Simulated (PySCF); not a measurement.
C₁₀H₁₀Fe (cation, charge +1), doublet at its GFN2-xTB optimised geometry (Å):

```
21

Fe    -0.0030     0.0789     0.0000
C      1.0001     0.4202     1.9243
C      0.9999     1.6295     1.1892
C      1.7373     1.4186     0.0000
C      2.1933     0.0789     0.0000
C      1.7376    -0.5382     1.1892
H      0.5889     0.2802     2.9092
H      0.5885     2.5681     1.5186
H      1.9839     2.1691    -0.7313
H      2.8464    -0.3656    -0.7312
H      1.9844    -1.5329     1.5185
C     -1.6742    -1.3443    -0.0733
C     -0.9659    -1.4092    -1.2968
C     -1.0500    -0.1406    -1.9184
C     -1.8102     0.7081    -1.0791
C     -2.1960    -0.0358     0.0612
H     -1.8593    -2.1691     0.5932
H     -0.5195    -2.2918    -1.7216
H     -0.6783     0.1081    -2.8975
H     -2.1165     1.7140    -1.3097
H     -2.8464     0.3068     0.8475
```

Calculation: unrestricted PBE0/def2-SVP (PySCF). Cells within 0.4 Å of a nucleus heavier than hydrogen are left out (blank, or x).

Map of the electrostatic potential (hartree/e), clipped to [0.07, 0.47] on the plane z = 0.0 Å:

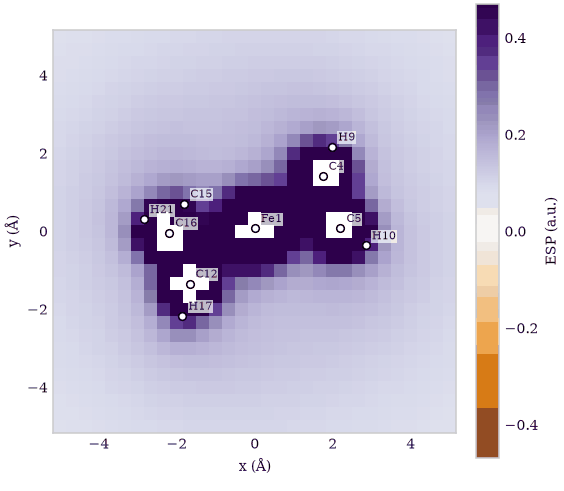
Figure. Electrostatic potential (hartree/e), clipped to [0.07, 0.47] on the plane z = 0.0 Å.
